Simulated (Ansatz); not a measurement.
**One shape, several levels: CH6Al− (SMILES [CH3][AlH3-])**

Wanted: a comparison of 6 runs (HF/3-21G, HF/6-311G**, PBE/STO-3G, B3LYP/6-31G*, PBE0/def2-SVP, SVWN5/pcseg-1) of CH6Al−. 

The calculation is run with Ansatz 0.2.0.

10 further runs of the same task are left out: 2 for a known fault of the program, 4 that didn't finish, 4 set aside as unsound or not needed. Runs told in other sessions of the task aren't counted.

**1. The system as given**

CH6Al− has 8 atoms, charge -1, and is taken as a singlet. SMILES: `[CH3][AlH3-]`. Geometry: a GFN2-xTB relaxation, a rough one for these elements and not checked as a minimum.

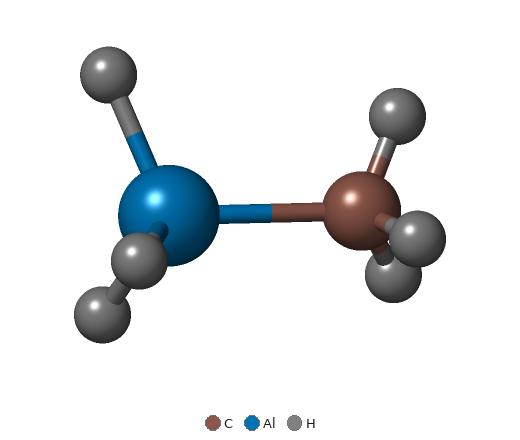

Viewed from a chosen angle; carbon brown, aluminium blue, hydrogen grey.

**2. Energy and gradient at HF/3-21G (run 1)**

File molecule.yaml:

```yaml
basis:
  gaussian: {orbitals: 3-21G.json}
crystal:
  periodic: [false, false, false]
  atoms:
    - {symbol: C, position_ang: [-0.185370, 0.110880, -1.047660]}
    - {symbol: Al, position_ang: [0.169610, -0.101930, 0.963040]}
    - {symbol: H, position_ang: [-0.521810, -0.816370, -1.536220]}
    - {symbol: H, position_ang: [0.700640, 0.430360, -1.617480]}
    - {symbol: H, position_ang: [-0.960790, 0.856480, -1.281010]}
    - {symbol: H, position_ang: [-0.795660, 0.899680, 1.806550]}
    - {symbol: H, position_ang: [1.722010, 0.255820, 1.292680]}
    - {symbol: H, position_ang: [-0.128620, -1.634930, 1.420110]}
total_charge: -1
hamiltonian: {xc: hf}
accuracy: high
output: {forces: true, orbitals: {seedname: orbitals}}
```

The basis set 3-21G is read from a file made from the Basis Set Exchange's data (not shown).

Run with:

```console
$ ansatz run molecule.yaml --threads 1 --pin off --max-ram 2610MiB --events-out events.jsonl --progress --plain --runs-dir runs
```

Log:

```text
Warning: RAYON_NUM_THREADS=1 ignored (pool sized by the plan → 1); use --threads N
Functional definition: HF
  name "HF"
  exchange = exact_x
  correlation = 0
773 factors; integrals over basis functions are off by at most 5.7e-9 eV
mean field evaluation 1: about -7664.9861 eV, gradient 1.3e1 eV
mean field evaluation 2: about -7664.9868 eV, gradient 1.3e1 eV
mean field evaluation 4: about -7665.7032 eV, gradient 1.1e0 eV
mean field evaluation 8: about -7665.7065 eV, gradient 1.8e-4 eV
mean field -7665.70653924 eV, -281.7095193146 hartree, gradient 1.3e-8 eV, S^2 0.000000; 0 other end points of the search recorded, 0 dependent functions left out
the calculation of the forces begins
reference -7665.70653924 eV, -281.7095193146 hartree; 13, 13 occupied and 21, 21 virtual orbitals, 773 factors
Total energy: -7665.70653924 eV, -281.7095193146 hartree
Atom 0 at    -0.185370     0.110880    -1.047660 Å, force    -0.161737     0.104374    -0.952896 eV/Å
Atom 1 at     0.169610    -0.101930     0.963040 Å, force    -0.089253     0.044819    -0.495805 eV/Å
Atom 2 at    -0.521810    -0.816370    -1.536220 Å, force     0.083578     0.100201     0.294560 eV/Å
Atom 3 at     0.700640     0.430360    -1.617480 Å, force    -0.079831    -0.067207     0.301709 eV/Å
Atom 4 at    -0.960790     0.856480    -1.281010 Å, force     0.142020    -0.124947     0.258405 eV/Å
Atom 5 at    -0.795660     0.899680     1.806550 Å, force    -0.288725     0.302335     0.289636 eV/Å
Atom 6 at     1.722010     0.255820     1.292680 Å, force     0.479050     0.106733     0.133330 eV/Å
Atom 7 at    -0.128620    -1.634930     1.420110 Å, force    -0.085103    -0.466309     0.171059 eV/Å
Dipole moment:    -0.121706     0.073682    -0.688929 e Å
```

Run time: 0.38 s. Hardware: 1 thread of Arm Neoverse V2, shared host.

**3. Energy and gradient at HF/6-311G(d,p) (run 2)**

File input.yaml:

```yaml
crystal:
  periodic: [false, false, false]
  atoms:
    - symbol: C
      position_ang: [-0.185370, 0.110880, -1.047660]
    - symbol: Al
      position_ang: [0.169610, -0.101930, 0.963040]
    - symbol: H
      position_ang: [-0.521810, -0.816370, -1.536220]
    - symbol: H
      position_ang: [0.700640, 0.430360, -1.617480]
    - symbol: H
      position_ang: [-0.960790, 0.856480, -1.281010]
    - symbol: H
      position_ang: [-0.795660, 0.899680, 1.806550]
    - symbol: H
      position_ang: [1.722010, 0.255820, 1.292680]
    - symbol: H
      position_ang: [-0.128620, -1.634930, 1.420110]
basis:
  gaussian:
    orbitals: 6-311G_st__st_-spherical.json
total_charge: -1
hamiltonian:
  xc: hf
accuracy: high
output:
  forces: true
  orbitals: {seedname: orbitals}
```

The basis set 6-311G** is read from a file made from the Basis Set Exchange's data (not shown).

Run with:

```console
$ ansatz run input.yaml --threads 1 --pin off --max-ram 2610MiB --events-out events.jsonl --progress --plain --runs-dir runs
```

Log, cut to the lines that bear on the results:

```text
Warning: RAYON_NUM_THREADS=1 ignored (pool sized by the plan → 1); use --threads N
[... 2 set-up lines as earlier in the session ...]
[...]
1619 factors; integrals over basis functions are off by at most 9.0e-9 eV
[...]
mean field -7708.74472678 eV, -283.2911435343 hartree, gradient 3.3e-8 eV, S^2 0.000000; 0 other end points of the search recorded, 0 dependent functions left out
[...]
reference -7708.74472678 eV, -283.2911435343 hartree; 13, 13 occupied and 67, 67 virtual orbitals, 1619 factors
Total energy: -7708.74472678 eV, -283.2911435343 hartree
Atom 0 at    -0.185370     0.110880    -1.047660 Å, force    -0.092708     0.061859    -0.556401 eV/Å
Atom 1 at     0.169610    -0.101930     0.963040 Å, force    -0.057146     0.026527    -0.317655 eV/Å
Atom 2 at    -0.521810    -0.816370    -1.536220 Å, force     0.067465     0.107364     0.205203 eV/Å
Atom 3 at     0.700640     0.430360    -1.617480 Å, force    -0.093109    -0.057136     0.213021 eV/Å
Atom 4 at    -0.960790     0.856480    -1.281010 Å, force     0.124924    -0.113684     0.169915 eV/Å
Atom 5 at    -0.795660     0.899680     1.806550 Å, force    -0.171442     0.178013     0.148558 eV/Å
Atom 6 at     1.722010     0.255820     1.292680 Å, force     0.275051     0.064601     0.057943 eV/Å
Atom 7 at    -0.128620    -1.634930     1.420110 Å, force    -0.053034    -0.267544     0.079416 eV/Å
Dipole moment:    -0.121605     0.073574    -0.687931 e Å
```

It took 2.1 s on 1 thread of Arm Neoverse V2, shared host.

Runs 3 to 4 aren't shown in full; the table further down has their settings and results.

**4. Energy and gradient at PBE0/def2-SVP (run 5)**

input.yaml, as its differences from that of step 3:

```diff
@@ -20,10 +20,6 @@
 basis:
-  gaussian:
-    orbitals: 6-311G_st__st_-spherical.json
+  gaussian: {orbitals: def2-SVP}
 total_charge: -1
-hamiltonian:
-  xc: hf
+hamiltonian: {xc: pbe0}
 accuracy: high
-output:
-  forces: true
-  orbitals: {seedname: orbitals}
+output: {forces: true, orbitals: {seedname: orbitals}}
```

Run with:

```console
$ ansatz run input.yaml --threads 1 --pin off --max-ram 2610MiB --events-out events.jsonl --progress --plain --runs-dir runs
```

Log, cut to the lines that bear on the results:

```text
Warning: RAYON_NUM_THREADS=1 ignored (pool sized by the plan → 1); use --threads N
Functional definition: PBE0
  name "PBE0"
[...]
1422 factors; integrals over basis functions are off by at most 3.3e-9 eV
[...]
mean field -7724.76014889 eV, -283.8796994411 hartree, gradient 5.2e-8 eV, S^2 0.000000; 0 other end points of the search recorded, 0 dependent functions left out
[...]
reference -7724.76015173 eV, -283.8796995456 hartree; 13, 13 occupied and 49, 49 virtual orbitals, 1422 factors
Total energy: -7724.76015173 eV, -283.8796995456 hartree
Atom 0 at    -0.185370     0.110880    -1.047660 Å, force     0.008729    -0.000366     0.024763 eV/Å
Atom 1 at     0.169610    -0.101930     0.963040 Å, force    -0.068850     0.033919    -0.383579 eV/Å
Atom 2 at    -0.521810    -0.816370    -1.536220 Å, force    -0.062227    -0.243308     0.006901 eV/Å
Atom 3 at     0.700640     0.430360    -1.617480 Å, force     0.240688     0.065399    -0.015582 eV/Å
Atom 4 at    -0.960790     0.856480    -1.281010 Å, force    -0.171346     0.170847     0.068686 eV/Å
Atom 5 at    -0.795660     0.899680     1.806550 Å, force    -0.180909     0.187748     0.155822 eV/Å
Atom 6 at     1.722010     0.255820     1.292680 Å, force     0.289849     0.067989     0.060140 eV/Å
Atom 7 at    -0.128620    -1.634930     1.420110 Å, force    -0.055932    -0.282227     0.082849 eV/Å
Dipole moment:    -0.121976     0.073782    -0.690660 e Å
```

It took 4.2 s on 1 thread of Arm Neoverse V2, shared host.

**5. Energy and gradient at SVWN5/pcseg-1 (run 6)**

input.yaml, as its differences from that of step 4:

```diff
@@ -20,5 +20,7 @@
 basis:
-  gaussian: {orbitals: def2-SVP}
+  gaussian:
+    orbitals: pcseg-1.json
 total_charge: -1
-hamiltonian: {xc: pbe0}
+hamiltonian:
+  xc: {name: SVWN5}
 accuracy: high
```

The basis set pcseg-1 is read from a file made from the Basis Set Exchange's data (not shown).

Run with:

```console
$ ansatz run input.yaml --threads 1 --pin off --max-ram 2610MiB --events-out events.jsonl --progress --plain --runs-dir runs
```

Log, cut to the lines that bear on the results:

```text
Warning: RAYON_NUM_THREADS=1 ignored (pool sized by the plan → 1); use --threads N
Functional definition: SVWN5
  name "SVWN5"
[...]
1459 factors; integrals over basis functions are off by at most 9.6e-9 eV
[...]
mean field -7691.65070543 eV, -282.6629498365 hartree, gradient 2.5e-8 eV, S^2 0.000000; 0 other end points of the search recorded, 0 dependent functions left out
[...]
reference -7691.65070967 eV, -282.6629499922 hartree; 13, 13 occupied and 49, 49 virtual orbitals, 1459 factors
Total energy: -7691.65070967 eV, -282.6629499922 hartree
Atom 0 at    -0.185370     0.110880    -1.047660 Å, force     0.060111    -0.031772     0.318458 eV/Å
Atom 1 at     0.169610    -0.101930     0.963040 Å, force    -0.110587     0.059163    -0.618754 eV/Å
Atom 2 at    -0.521810    -0.816370    -1.536220 Å, force    -0.115507    -0.417100    -0.036939 eV/Å
Atom 3 at     0.700640     0.430360    -1.617480 Å, force     0.410154     0.118814    -0.074083 eV/Å
Atom 4 at    -0.960790     0.856480    -1.281010 Å, force    -0.304638     0.301952     0.071446 eV/Å
Atom 5 at    -0.795660     0.899680     1.806550 Å, force    -0.205003     0.212750     0.177067 eV/Å
Atom 6 at     1.722010     0.255820     1.292680 Å, force     0.328718     0.076787     0.068430 eV/Å
Atom 7 at    -0.128620    -1.634930     1.420110 Å, force    -0.063248    -0.320596     0.094375 eV/Å
Dipole moment:    -0.120928     0.073166    -0.684984 e Å
```

Wall time 2.9 s (1 thread of Arm Neoverse V2, shared host).

**6. All runs side by side**

```csv
run,level,Cartesian functions,energy (Eh),HOMO energy (eV),LUMO energy (eV),HOMO–LUMO gap (eV),wall time
1,HF/3-21G,no,-281.709519,-4.96,9.19,14.15,0.38 s
2,HF/6-311G**,no,-283.291144,-5.26,6.91,12.17,2.1 s
3,PBE/STO-3G,no,-280.400378,3.44,15.31,11.87,1.7 s
4,B3LYP/6-31G* (Cartesian functions),yes,-284.169587,-1.66,5.88,7.54,3.6 s
5,PBE0/def2-SVP,no,-283.879700,-2.00,6.08,8.08,4.2 s
6,SVWN5/pcseg-1,no,-282.662950,-0.91,4.55,5.46,2.9 s
```

**7. Outcome**

| quantity | value |
| --- | --- |
| run 6: total energy | -282.66295 Eh |
| run 6: HOMO energy | -0.91 eV |
| run 6: LUMO energy | 4.55 eV |
| run 6: HOMO–LUMO gap (to an unbound level, set by the basis) | 5.46 eV |
| run 6: largest force on an atom | 0.631 eV/Å |

In words: The HOMO–LUMO gap runs from 5.46 eV (SVWN5/pcseg-1) to 14.15 eV (HF/3-21G). The two ends differ in method and basis. The empty levels of an anion lie above zero and hang on the basis. Totals of different functionals can't be ranked against each other. In run 3 the HOMO lies above zero, from self-interaction, a short basis or an electron that isn't bound. In run 3 the basis is minimal, so the values are rough. All runs together took 15 s, the longest 4.2 s.
